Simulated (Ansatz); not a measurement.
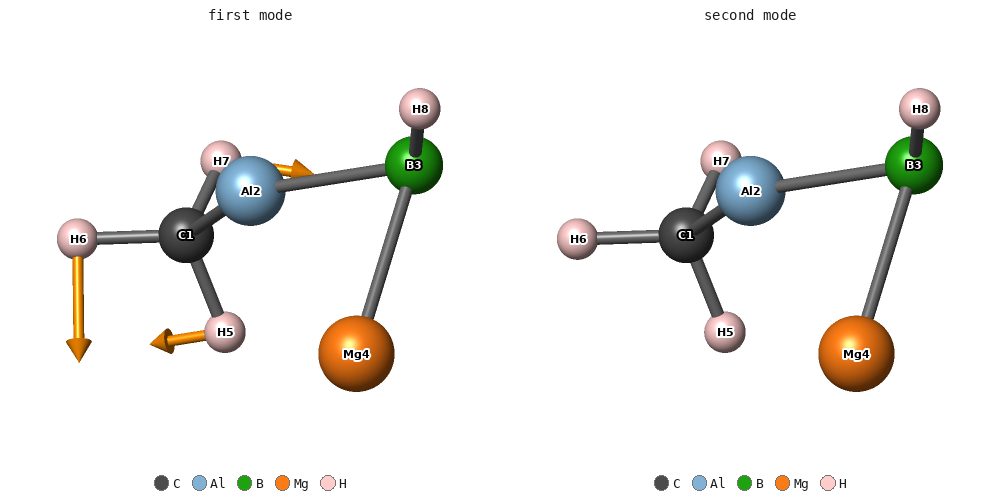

The system is CH4AlBMg; the picture shows the reference structure; its two panels give the patterns of the first and the second mode as arrows. First axis: normal mode 14 (1397 cm⁻¹). Second axis: normal mode 16 (2962 cm⁻¹). Nothing is relaxed (straight displacements along the two mass-weighted modes). The grid has 9 × 9 points. Points are written as (first, second). Energies are in eV, from the relaxed molecule at the same level. These are results of RKS PBE-D4/def2-TZVP in Ansatz, not measurements.

Its coordinates:

```xyz
8

C    -0.4202    1.5354   -0.5094
Al    0.2011   -0.0565    0.4838
B     1.1129   -1.8388    0.2937
Mg   -0.8892   -2.6908    0.6914
H    -1.1203    1.2389   -1.3064
H    -0.9297    2.2618    0.1389
H     0.4327    2.0419   -0.9878
H     1.6125   -2.4918    1.1959
```

Range: normal mode 14 (1397 cm⁻¹) from −0.289 to 0.289 amu½·Å; normal mode 16 (2962 cm⁻¹) from −0.136 to 0.136 amu½·Å.

### What landscape does the calculation give?

The lowest grid point is at (0.000 amu½·Å, 0.000 amu½·Å), 0.000 eV from the relaxed molecule at the same level. It is the only kind of minimum in the scanned range. The highest grid point, (−0.289 amu½·Å, 0.136 amu½·Å), lies 0.597 eV above the lowest.

| second ↓, first → | −0.289 | −0.217 | −0.144 | −0.072 | 0.000 | 0.072 | 0.144 | 0.217 | 0.289 |
| --- | --- | --- | --- | --- | --- | --- | --- | --- | --- |
| 0.136 | 0.597 | 0.487 | 0.411 | 0.366 | 0.351 | 0.366 | 0.409 | 0.483 | 0.586 |
| 0.102 | 0.455 | 0.337 | 0.255 | 0.206 | 0.190 | 0.206 | 0.253 | 0.333 | 0.445 |
| 0.068 | 0.362 | 0.238 | 0.150 | 0.098 | 0.081 | 0.098 | 0.149 | 0.234 | 0.353 |
| 0.034 | 0.314 | 0.184 | 0.092 | 0.038 | 0.019 | 0.037 | 0.091 | 0.181 | 0.306 |
| 0.000 | 0.304 | 0.171 | 0.075 | 0.019 | 0.000 | 0.019 | 0.075 | 0.167 | 0.297 |
| −0.034 | 0.330 | 0.193 | 0.096 | 0.038 | 0.018 | 0.037 | 0.095 | 0.190 | 0.323 |
| −0.068 | 0.387 | 0.248 | 0.149 | 0.089 | 0.070 | 0.089 | 0.148 | 0.245 | 0.381 |
| −0.102 | 0.471 | 0.331 | 0.231 | 0.171 | 0.151 | 0.171 | 0.230 | 0.329 | 0.466 |
| −0.136 | 0.581 | 0.440 | 0.339 | 0.278 | 0.258 | 0.278 | 0.338 | 0.438 | 0.576 |

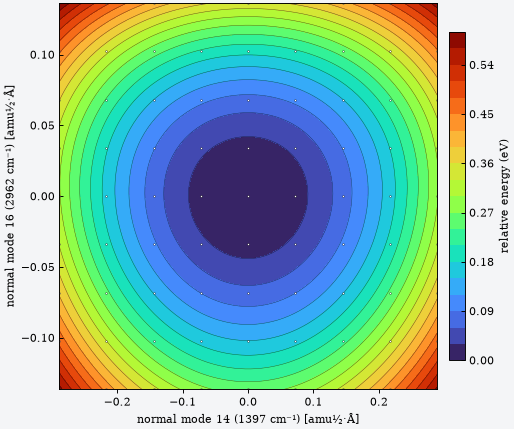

The picture shows filled contours, dots at the grid points. Between grid points the surface is interpolated.

Time for the 81 points that were run: 9.3 min on 1 thread of Arm Neoverse V2 (shared host).
